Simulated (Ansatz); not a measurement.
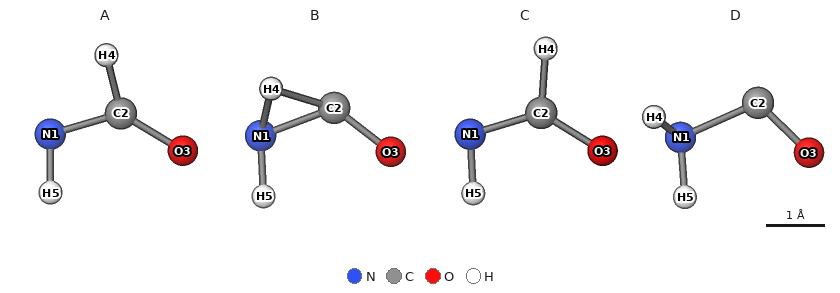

4 geometries from a converged minimum-energy path of CH2NO (charge −1), shuffled. A ball-and-stick model, seen face on.

Theory: RKS CAM-B3LYP/6-31G* in Ansatz. Run with 5 movable images; climbing image; force threshold 0.05 eV/Å; iteration limit 60; starting path through a guess of the saddle point.

Which frame is the transition state?

B. In order along the path, whose images run from 0 to 6: D (image 1, +3.3 kcal/mol), B (image 3, +37.0 kcal/mol), A (image 5, −28.1 kcal/mol), C (image 6, −40.9 kcal/mol). A hydrogen atom shifts from one atom to another. Breaking: N1–H4 (1.02 → 1.27 at the top → 2.02 Å). Forming: C2–H4 (2.08 → 1.32 at the top → 1.13 Å).

Limits of the set-up: the basis has no diffuse functions, which an anion needs.

The run took 100 s on 1 thread of Intel(R) Xeon(R) Processor @ 2.50GHz (Skylake/Cascade Lake), on a shared host, peak memory 0.11 GiB.
